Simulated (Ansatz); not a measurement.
# KSnCl3 (model cell, started as cubic perovskite with Sn in the octahedra): following an unstable mode

Wanted: the energy along a soft mode of KSnCl3 (model cell, started as cubic perovskite with Sn in the octahedra) and the structure at the end.

Program: Ansatz 0.2.0. Level of theory: DFT PBEsol, scalar-relativistic, plane waves, PAW; PAW set soft_1. Results are calculated unless marked as measured.

The structure was built from a prototype and need not be the compound's stable phase.

## Step 1: Starting point

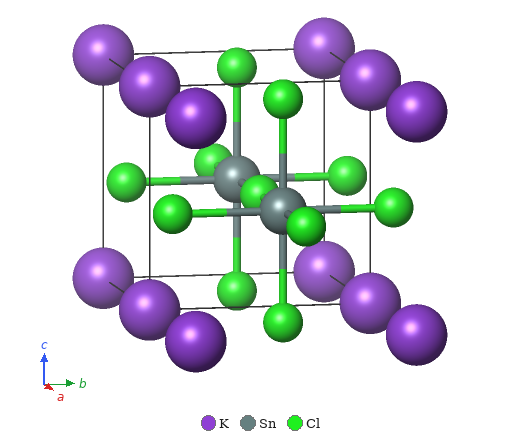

The cell as given, slightly off an axis (potassium purple, tin teal, chlorine green). 2×1×1 cells are drawn. Some periodic images of atoms are drawn too.

## Step 2: The dispersion

The cell comes from relaxations at this level that are not shown. Stability and thermal properties need the whole zone. Linear response on a 2×2×2 q mesh gives force constants as far as a supercell of that size would, and the tensors from the zone-centre run are typed in so that the long-range dipole term is interpolated apart.

input.yaml reads:

```yaml
crystal:
  lattice:
    - [5.4819651111, 0.0, 0.0]
    - [0.0, 5.4819651111, 0.0]
    - [0.0, 0.0, 5.4819651111]
  atoms:
    - { symbol: K, position: [0.0, 0.0, 0.0] }
    - { symbol: Sn, position: [0.5, 0.5, 0.5] }
    - { symbol: Cl, position: [0.5, 0.5, 0.0] }
    - { symbol: Cl, position: [0.5, 0.0, 0.5] }
    - { symbol: Cl, position: [0.0, 0.5, 0.5] }
kpoints:
  mp_grid: { grid: [12, 12, 12] }
hamiltonian:
  xc: pbesol
  pseudopotentials: { kind: paw, azcp: { folder: soft_1 }, xc_functional: pbe }
scf:
  occupations: { method: fixed }
output:
  eigenvalues: true
phonons:
  method: dfpt
  qmesh: [2, 2, 2]
  temperatures: { t_max: 1000, t_step: 50 }
  qpath:
    path:
      - [[0.0, 0.0, 0.0], [0.0, 0.5, 0.0], [0.5, 0.5, 0.0], [0.0, 0.0, 0.0], [0.5, 0.5, 0.5], [0.0, 0.5, 0.0]]
      - [[0.5, 0.5, 0.5], [0.5, 0.5, 0.0]]
    npoints: 10
  non_analytic_term:
    high_frequency_dielectric_tensor: [[6.0559, 0.0, 0.0], [0.0, 6.0559, 0.0], [0.0, 0.0, 6.0559]]
    born_effective_charges:
      - { species: K, tensor: [[1.282, 0.0, 0.0], [0.0, 1.282, 0.0], [0.0, 0.0, 1.282]] }
      - { species: Sn, tensor: [[4.596, 0.0, 0.0], [0.0, 4.596, 0.0], [0.0, 0.0, 4.596]] }
      - { species: Cl, tensor: [[-0.5016, 0.0, 0.0], [0.0, -0.5016, 0.0], [0.0, 0.0, -4.8748]] }
      - { species: Cl, tensor: [[-0.5016, 0.0, 0.0], [0.0, -4.8748, 0.0], [0.0, 0.0, -0.5016]] }
      - { species: Cl, tensor: [[-4.8748, 0.0, 0.0], [0.0, -0.5016, 0.0], [0.0, 0.0, -0.5016]] }
    source: "zone-centre run at this cell"
```

Command:

```
> ansatz run input.yaml --threads 4 --pin off --max-ram 16384MiB --backend cpu --events-out ev --progress --plain --runs-dir out
```

Numbers of over 12 decimals in the logs are rounded to 6 here.

The log of the run:

```text
Engine: ansatz 0.2.0, aarch64-unknown-linux-gnu
Pseudopotentials: kind: paw
Pseudopotential: K, paw, valence charge 9, recommended cutoff 420 eV (normal), soft_1/K.paw.azcp
Pseudopotential: Sn, paw, valence charge 14, recommended cutoff 420 eV (normal), soft_1/Sn.paw.azcp
Pseudopotential: Cl, paw, valence charge 7, recommended cutoff 420 eV (normal), soft_1/Cl.paw.azcp
Functional definition: PBEsol
  exchange = pbesol_x
  correlation = pbesol_c
Crystal: 5 atoms, lattice volume = 164.744 Å³
Basis set: ecut = 420 eV, 3191 PW (Γ), exchange–correlation on 80×80×80 points (8 copies of the dense FFT grid, shifted against one another)
Bands: 27, of which v1, the nominal top of the filled ones, is band 22 counted from 1 (21 counted from 0)
Symmetry: 48 space group operations
k-points: 84 of 1728
Non-local potential: K, projectors of the file, l = 0: 3, l = 1: 2, l = 2: 2
Non-local potential: Sn, projectors of the file, l = 0: 2, l = 1: 2, l = 2: 2, l = 3: 1
Non-local potential: Cl, projectors of the file, l = 0: 2, l = 1: 2, l = 2: 1
PAW form: soft (Blöchl's): semilocal exchange-correlation on the pseudo side does not see the compensation charge
PAW frozen core: K, regenerated for the run's functional, and the local potential with it (the file was generated under x = pbe(κ = 0.804, μ = 0.219515), c = pbe(β = 0.066725))
PAW frozen core: Sn, regenerated for the run's functional, and the local potential with it (the file was generated under x = pbe(κ = 0.804, μ = 0.219515), c = pbe(β = 0.066725))
PAW frozen core: Cl, regenerated for the run's functional, and the local potential with it (the file was generated under x = pbe(κ = 0.804, μ = 0.219515), c = pbe(β = 0.066725))
PAW one-centre angular grid: K, 110 points (default); XC on 64 Gauss nodes
PAW one-centre angular grid: Sn, 590 points (default); XC on 64 Gauss nodes
PAW one-centre angular grid: Cl, 110 points (default); XC on 64 Gauss nodes
Initial density: superposition of atomic densities (chi_scale 0.1, normalization cell, long waves kept (reshape's long-wave potential 0.01 eV rms))
Initial wavefunctions: pseudopotential atomic-orbital guess
Functional: x = pbesol(κ = 0.804, μ = 0.123457), c = pbesol(β = 0.046)
SCF iter   1: F=—  HF=-10656.276594 eV  |F-HF|=—  |Δ(HF+E_count)|=         —  Δρ=3.42e-2  dr2=2.93e0  ethr=3.10e-3  ⟨swp⟩=5.1  Hψ=9087  notcnv=0  defer=195
preconditioner: auto → Resta (q_TF=auto, 2.189 Å⁻¹)  ε∞=4.7  [insulator: Δε(μ)=0.165 eV  Ē_g=6.768 eV  n_scr=26 (ndim 8)  ℏωp=12.9 eV  f_vac=0.031  ε∞_Penn≈4.7]
SCF iter   2: F=—  HF=-10655.253169 eV  |F-HF|=—  |Δ(HF+E_count)|=    1.02e0  Δρ=1.33e-2  dr2=6.10e-1  ethr=3.10e-3  ⟨swp⟩=3.2  Hψ=5403  notcnv=0  defer=210
SCF iter   3: F=—  HF=-10654.990881 eV  |F-HF|=—  |Δ(HF+E_count)|=   2.62e-1  Δρ=4.82e-3  dr2=8.77e-2  ethr=1.39e-3  ⟨swp⟩=2.9  Hψ=4806  notcnv=0  defer=238
SCF iter   4: F=—  HF=-10654.960244 eV  |F-HF|=—  |Δ(HF+E_count)|=   3.06e-2  Δρ=1.40e-3  dr2=6.89e-3  ethr=1.99e-4  ⟨swp⟩=3.0  Hψ=3948  notcnv=0  defer=245
SCF iter   5: F=—  HF=-10654.960297 eV  |F-HF|=—  |Δ(HF+E_count)|=   5.27e-5  Δρ=3.91e-4  dr2=3.70e-4  ethr=1.57e-5  ⟨swp⟩=3.0  Hψ=3747  notcnv=0  defer=248
SCF iter   6: F=—  HF=-10654.960674 eV  |F-HF|=—  |Δ(HF+E_count)|=   3.78e-4  Δρ=7.95e-5  dr2=1.12e-5  ethr=8.41e-7  ⟨swp⟩=2.9  Hψ=4280  notcnv=0  defer=247
SCF iter   7: F=—  HF=-10654.960692 eV  |F-HF|=—  |Δ(HF+E_count)|=   1.75e-5  Δρ=2.50e-5  dr2=1.39e-6  ethr=2.55e-8  ⟨swp⟩=2.0  Hψ=3984  notcnv=0  defer=243
SCF iter   8: F=—  HF=-10654.960696 eV  |F-HF|=—  |Δ(HF+E_count)|=   3.67e-6  Δρ=5.31e-6  dr2=5.37e-8  ethr=3.16e-9  ⟨swp⟩=2.0  Hψ=4037  notcnv=0  defer=222
SCF iter   9: F=—  HF=-10654.960696 eV  |F-HF|=—  |Δ(HF+E_count)|=   1.43e-7  Δρ=1.14e-6  dr2=3.89e-9  ethr=1.22e-10  ⟨swp⟩=2.0  Hψ=3442  notcnv=0  defer=223
SCF iter  10: F=—  HF=-10654.960696 eV  |F-HF|=—  |Δ(HF+E_count)|=   5.99e-9  Δρ=2.26e-7  dr2=1.93e-10  ethr=8.85e-12  ⟨swp⟩=2.0  Hψ=3515  notcnv=0  defer=223
SCF iter  11: F=-10654.960696 eV  HF=-10654.960696 eV  |F-HF|=1.09e-11  |Δ(HF+E_count)|=  2.18e-11  Δρ=5.29e-8  dr2=6.09e-12  ethr=1.00e-12  ⟨swp⟩=15.9  Hψ=18536  notcnv=0
SCF 1 converged in 11 iterations: F = -10654.960696 eV  dr2 = 6.09e-12
  greatest PAW one-centre occupation: 0.993 electrons in one spin orbital (limit 2), on the Sn atom at site 1 (counted from 0), in its partial waves of l = 2
NSCF: frozen V_eff on 84 k-points
NSCF: frozen V_eff on 343 k-points
DFPT response loops at q = (0, 0, 0) (fractional): preconditioner auto → Resta (q_TF=auto, 2.189 Å⁻¹)  ε∞=10.9 (no band partly filled); β = 1.00, the filter's whole step (`scf.mixing.beta` (0.50) is not read by the response loops at its default; to damp them type it under 1.00, their step now; it binds the ground state too); Broyden in place of MSR1
NSCF: frozen V_eff on 686 k-points
DFPT response loops at q = (0, 0, -0.5) (fractional): mixed as the last ones told, above
NSCF: frozen V_eff on 686 k-points
DFPT response loops at q = (0, -0.5, -0.5) (fractional): mixed as the last ones told, above
NSCF: frozen V_eff on 686 k-points
DFPT response loops at q = (-0.5, -0.5, -0.5) (fractional): mixed as the last ones told, above
SCF converged after 11 iterations
Free energy (F): -10654.960696 eV
Harris-Foulkes:  -10654.960696 eV  (|F-HF|=1.09e-11)
Internal energy: -10654.960696 eV  (E = F + TS)
E sigma→0 (E₀):  -10654.960696 eV
Fermi energy:    4.614290 eV
--- Per-component energies (eV) ---
  E_band       = -364.510813
  E_kinetic    = 876.862078
  E_local      = -3047.792382  (includes V_loc(G=0)·N_el)
  E_nonlocal   = 255.964505
  E_hartree    = 1250.776148
  E_xc         = -577.290954
  E_vxc        = -591.821911  (∫ρ·V_xc dr)
  E_paw        = -6980.489267  (= ΣΔE_a)
  E_vpaw       = -359.276086  (= ΣTr[D̂ρ^β])
  E_aug_tail   = 0.000637  (compensation charges beyond the density's cutoff)
  E_ewald      = -2433.619482
  E_core_change = 0.628021  (= ΣΔE_core)
  E_smearing   = -0.000000  (= −TS)
  E_closure    = -0.000000  (closes the sum)
  Σ components = -10654.960696   (vs F -10654.960696, Δ=0.00e0)
--- Band table (eV; the first three rows and the last of 84) ---
  k-point 0: bands = [... 18 lower, 0.6645, 0.7120, 0.7120, 0.7120, 6.0192, 8.2477, 8.2477, 8.8212, ... 1 higher]
  k-point 1: bands = [... 18 lower, 0.6564, 0.7053, 0.7053, 0.7321, 6.0832, 8.2690, 8.3014, 8.8284, ... 1 higher]
  k-point 2: bands = [... 18 lower, 0.6345, 0.6946, 0.6946, 0.8259, 6.2684, 8.3053, 8.4539, 8.8182, ... 1 higher]
  k-point 83: bands = [... 18 lower, 1.1426, 1.1426, 1.1426, 4.6143, 5.1179, 5.1179, 5.1179, 7.4175, ... 1 higher]
--- Phonons (Γ-DFPT): 4 representative perturbations + reference (Σ response iterations 12) ---
  ASR residual: 4.825e-5 → 0.000e0 eV/Å²; symmetrization residual: 1.462e-5 eV/Å²
  ASR residual per site (eV/Å²): 4.83e-5 4.50e-5 3.75e-5 3.75e-5 3.75e-5
  Γ frequencies (cm⁻¹): -61.26 -61.26 -61.26 -0.79 -0.79 -0.79 0.00 0.00 0.00 61.76 61.76 61.76 93.38 93.38 93.38
--- Phonons (arbitrary-q DFPT): 4 irreducible q on the 2×2×2 mesh ---
  q = [0.0000, 0.0000, 0.0000] (star 1, of the zone-centre solve; hermiticity 1.59e-5, symmetrization 1.16e-11): -61.26 -61.26 -61.26 -0.79 -0.79 -0.79 -0.00 -0.00 0.00 61.76 61.76 61.76 93.38 93.38 93.38
  q = [0.0000, 0.0000, -0.5000] (star 3, 9 solved perturbations in 2646 linear systems a pass and spin channel, the states on 343 of 1728 k-point pairs; hermiticity 4.73e-6, symmetrization 4.17e-12): -53.25 -53.25 -20.57 -20.57 35.74 47.92 48.77 48.77 50.11 50.11 55.07 95.62 95.62 145.65 241.27
  q = [0.0000, -0.5000, -0.5000] (star 3, 9 solved perturbations in 2646 linear systems a pass and spin channel, the states on 343 of 1728 k-point pairs; hermiticity 1.15e-6, symmetrization 1.63e-13): -60.28 -54.58 -54.58 -41.27 37.66 37.66 38.95 56.12 56.12 93.06 98.22 142.23 142.23 217.71 246.39
  q = [-0.5000, -0.5000, -0.5000] (star 1, 4 solved perturbations in 931 linear systems a pass and spin channel, the states on 343 of 1728 k-point pairs; hermiticity 1.15e-6, symmetrization 1.86e-11): -60.22 -60.22 -60.22 -54.44 -54.44 -54.44 97.11 97.11 97.11 134.00 134.00 134.00 217.62 217.62 251.12
  sum rule: each row above includes the acoustic sum rule's correction from the zone centre's row sums; it moved no ω² by more than (0.58 cm⁻¹)²
  mesh force constants: q→R imaginary residual 6.82e-18; ASR residual 4.825e-5 → 0.000e0 eV/Å²; symmetrization residual 3.109e-15 eV/Å²
  interpolated dispersion: 63 rows × 15 modes
  density of states and harmonic sums: on the 12×12×12 q-mesh, interpolated from the force constants of a 2×2×2 supercell (with the dipole–dipole term of supplied tensors)
  largest difference from the sums on the solved wave vectors: F 3.76e-2 eV, S 4.68e-5 and C_V 3.94e-5 eV/K
  zero-point energy: 0.064947 eV/cell   skipped modes (ω ≤ 0): 420, of them read as no rigid motion or as one in doubt: 417 (4.980e0 modes/cell left out, lowest -61.26 cm⁻¹)   left out of the sums: 3.32e-1 of the cell's modes: C_V's classical limit lies that fraction below 3 k_B per atom; for a crystal, a wire or a layer, F and S can be off by more, and a phonons.interpolated_qmesh denser along its periods is the remedy for the sampling
```

Wall time 14 min (4 threads of Arm Neoverse V1, shared host); peak memory 3.4 GiB.

This step gave:

* gap on the k-mesh: 0.5036 eV
* volume per atom: 32.95 Å³
* sum-rule residual before enforcement: 4.83e-5 eV/Å²
* lowest frequency on the path: -61.26 cm⁻¹
* point group: m-3m
* highest frequency on the path or at a solved wavevector: 251.1 cm⁻¹
* highest optical mode at the zone centre (no LO-TO term): 93.38 cm⁻¹
* lowest optical zone-centre mode: -61.26 cm⁻¹
* lowest mode on the q mesh (acoustic modes at Γ apart): -61.26 cm⁻¹

Frequencies (cm⁻¹) solved at each irreducible wavevector; negative means imaginary. Frequencies by wavevector, by row:

| q in reciprocal lattice units | star | mode 1 | mode 2 | mode 3 | mode 4 | mode 13 | mode 14 | mode 15 |
| --- | --- | --- | --- | --- | --- | --- | --- | --- |
| 0 0 0 | 1 | -61.3 | -61.3 | -61.3 | -0.8 | 93.4 | 93.4 | 93.4 |
| 0 0 -0.5 | 3 | -53.2 | -53.2 | -20.6 | -20.6 | 95.6 | 145.7 | 241.3 |
| 0 -0.5 -0.5 | 3 | -60.3 | -54.6 | -54.6 | -41.3 | 142.2 | 217.7 | 246.4 |
| -0.5 -0.5 -0.5 | 1 | -60.2 | -60.2 | -60.2 | -54.4 | 217.6 | 217.6 | 251.1 |

Interpolated from a 2×2×2 q mesh, with the LO-TO term (at Γ the limit along the path; where Γ stands inside the path, tables give the limit on arrival). Phonon branches along the path, in cm⁻¹:

| point | branch 1 | branch 2 | branch 3 | branch 4 | branch 12 | branch 13 | branch 14 | branch 15 |
| --- | --- | --- | --- | --- | --- | --- | --- | --- |
| Γ | -61 | -61 | -59 | -1 | 68 | 93 | 93 | 229 |
| X | -53 | -53 | -21 | -21 | 96 | 96 | 146 | 241 |
| M | -60 | -55 | -55 | -41 | 142 | 142 | 218 | 246 |
| Γ | -61 | -61 | -59 | -1 | 68 | 93 | 93 | 229 |
| R | -60 | -60 | -60 | -54 | 134 | 218 | 218 | 251 |
| X | -53 | -53 | -21 | -21 | 96 | 96 | 146 | 241 |
| jump to R | -60 | -60 | -60 | -54 | 134 | 218 | 218 | 251 |
| M | -60 | -55 | -55 | -41 | 142 | 142 | 218 | 246 |

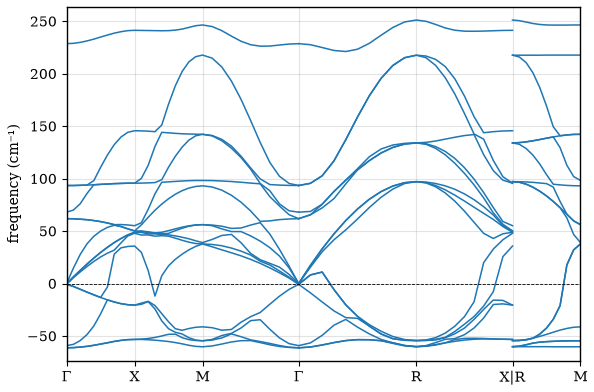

Phonon branches along the path.

Symmetry leaves 4 wavevectors to solve. The lowest mode among them, the acoustic zeros apart, lies at Γ and is imaginary, 61.3i cm⁻¹, so the energy falls along it.

## Step 3: The mode frozen in, largest atomic shift 0 Å

The mode followed lies at Γ with frequency 61.3i cm⁻¹ and is 3-fold degenerate, the softest among the wavevectors solved. At small amplitude the distorted cell has space group no. 160 by a symmetry search on the positions. The undistorted cell that holds it gives the zero of energy on the same k mesh.

input.yaml, the sections that differ from step 2:

```yaml
scf:
  occupations: { method: gaussian, width: 0.02 }
output:
  forces: true
  stress: true
  eigenvalues: true
# crystal, kpoints, hamiltonian: as in step 2
# phonons: removed
```

The log of the run:

```text
[...]
Crystal: 5 atoms, lattice volume = 164.744 Å³
Basis set: ecut = 420 eV, 3191 PW (Γ), exchange–correlation on 80×80×80 points (8 copies of the dense FFT grid, shifted against one another)
Bands: 27, of which v1, the nominal top of the filled ones, is band 22 counted from 1 (21 counted from 0)
Symmetry: 48 space group operations
[...]
k-points: 84 of 1728
[...]
k-point 0: bands = [... 18 lower, 0.6646, 0.7121, 0.7121, 0.7121, 6.0193, 8.2477, 8.2477, 8.8214, ... 1 higher]
  k-point 1: bands = [... 18 lower, 0.6565, 0.7054, 0.7054, 0.7321, 6.0834, 8.2690, 8.3013, 8.8286, ... 1 higher]
  k-point 2: bands = [... 18 lower, 0.6346, 0.6946, 0.6946, 0.8259, 6.2686, 8.3053, 8.4538, 8.8183, ... 1 higher]
  k-point 83: bands = [... 18 lower, 1.1426, 1.1426, 1.1426, 4.6144, 5.1180, 5.1180, 5.1180, 7.4178, ... 1 higher]
[key lines of the parts left out:]
SCF converged after 8 iterations
Free energy (F): -10654.960696 eV
Fermi energy:    4.865782 eV
P = ⅓ Tr σ = 0.0001 GPa (0.001 kbar)
```

Wall time 7.2 s (4 threads); peak memory 0.61 GiB.

This step gave:

```yaml
pressure: 1.14e-4 GPa
energy_from_the_undistorted_cell: 0 meV/atom
```

At this level the gap is 0.50 eV on the k-mesh of the self-consistent run, which can miss the band edges.

## Step 4: The mode frozen in, largest atomic shift 0.6 Å

The atoms are moved along the unstable eigenvector, the largest shift by 0.6 Å, with the cell fixed.

input.yaml, the sections that differ from step 3:

```yaml
crystal:
  lattice:
    - [5.4819651111, 0.0, 0.0]
    - [0.0, 5.4819651111, 0.0]
    - [0.0, 0.0, 5.4819651111]
  atoms:
    - { symbol: K, position: [0.0631908731, -0.0631908731, -0.0631908731] }
    - { symbol: Sn, position: [0.4964709845, 0.5035290155, 0.5035290155] }
    - { symbol: Cl, position: [0.4689763709, 0.5310236291, -0.0041706351] }
    - { symbol: Cl, position: [0.4689763709, -0.0041706351, 0.5310236291] }
    - { symbol: Cl, position: [0.0041706351, 0.5310236291, 0.5310236291] }
# kpoints, hamiltonian, scf, output: as in step 3
```

The log of the run:

```text
[...]
Crystal: 5 atoms, lattice volume = 164.744 Å³
Basis set: ecut = 420 eV, 3191 PW (Γ), exchange–correlation on 80×80×80 points (8 copies of the dense FFT grid, shifted against one another)
Bands: 27, of which v1, the nominal top of the filled ones, is band 22 counted from 1 (21 counted from 0)
Symmetry: 6 space group operations
[...]
k-point 0: bands = [... 18 lower, 0.6475, 0.6661, 0.6661, 0.6732, 6.1897, 8.3234, 8.4804, 8.4804, ... 1 higher]
  k-point 1: bands = [... 18 lower, 0.6080, 0.6362, 0.6711, 0.7492, 6.2491, 8.2290, 8.5152, 8.5589, ... 1 higher]
  k-point 2: bands = [... 18 lower, 0.5757, 0.6200, 0.6714, 0.8706, 6.4199, 8.0298, 8.5934, 8.6332, ... 1 higher]
  k-point 188: bands = [... 18 lower, 0.9889, 0.9889, 1.1181, 3.8484, 5.0761, 5.0761, 5.6245, 7.5536, ... 1 higher]
[key lines of the parts left out:]
SCF converged after 9 iterations
Free energy (F): -10655.024269 eV
Fermi energy:    4.462145 eV
P = ⅓ Tr σ = 0.5278 GPa (5.278 kbar)
```

Wall time 27 s (4 threads); peak memory 0.86 GiB; 1.8 min of CPU time.

Numbers from this step:

```yaml
pressure: 0.5278 GPa
gap_on_the_k_mesh: 1.228 eV
energy_from_the_undistorted_cell: -12.71 meV/atom
```

The energy, extrapolated to zero smearing, is -12.71 meV/atom against the undistorted cell.

The run ends at a pressure of 0.53 GPa, with forces up to 0.063 eV/Å.

## Step 5: Energy along the mode, all amplitudes (two of the runs are shown above)

An imaginary frequency means negative curvature, so the energy should fall and then rise again as anharmonic terms take over.

This step gave:

* depth at the lowest point sampled: 12.71 meV/atom
* largest atomic shift at that point: 0.6 Å

The energy from the parent by largest atomic shift:

| largest atomic shift (Å) | energy from the parent (meV/atom) |
| --- | --- |
| 0.000 | 0 |
| 0.040 | -0.125 |
| 0.080 | -0.496 |
| 0.140 | -1.49 |
| 0.220 | -3.54 |
| 0.320 | -6.88 |
| 0.450 | -11.3 |
| 0.600 | -12.7 |

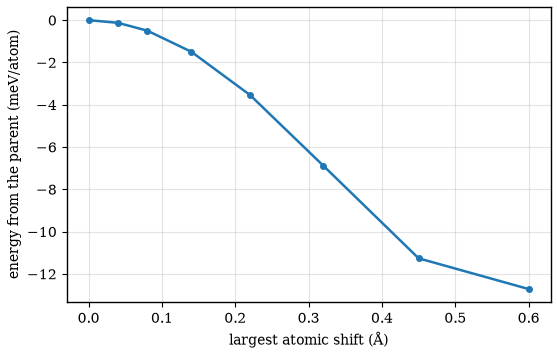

Energy from the parent against largest atomic shift.

Displacement at unit largest shift by atom:

| atom | x (Å) | y (Å) | z (Å) | size |
| --- | --- | --- | --- | --- |
| K1 | 0.577 | -0.577 | -0.577 | 0.999 |
| Sn2 | -0.032 | 0.032 | 0.032 | 0.055 |
| Cl3 | -0.283 | 0.283 | -0.038 | 0.402 |
| Cl4 | -0.283 | -0.038 | 0.283 | 0.402 |
| Cl5 | 0.038 | 0.283 | 0.283 | 0.402 |

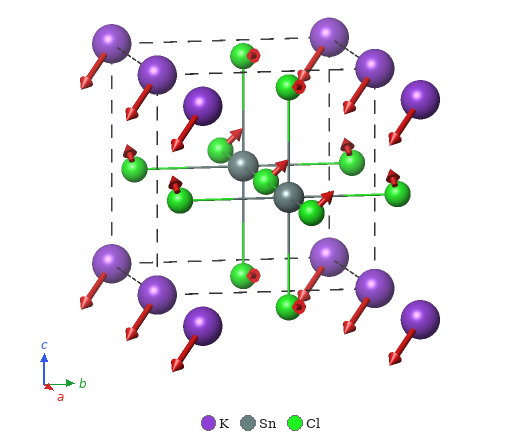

Displacement at unit largest shift as arrows, the longest 0.999 Å. 2×1×1 cells are drawn. Some periodic images of atoms are drawn too.

The lowest of the steps tried is the last one, at 0.6 Å, 12.7 meV/atom below the parent; the bottom of the well need not coincide with a step.

(Continued in part 2 of 3.)

[Logs are printed without paths, hosts, clocks, repeated set-up lines and the standing remarks that a program may print on its own settings, such as how far it seeks lower states.]

[Hosts, paths, dates, database ids (printed as entryN), source tags and the programs' standing remarks are cut or masked in the printed files.]
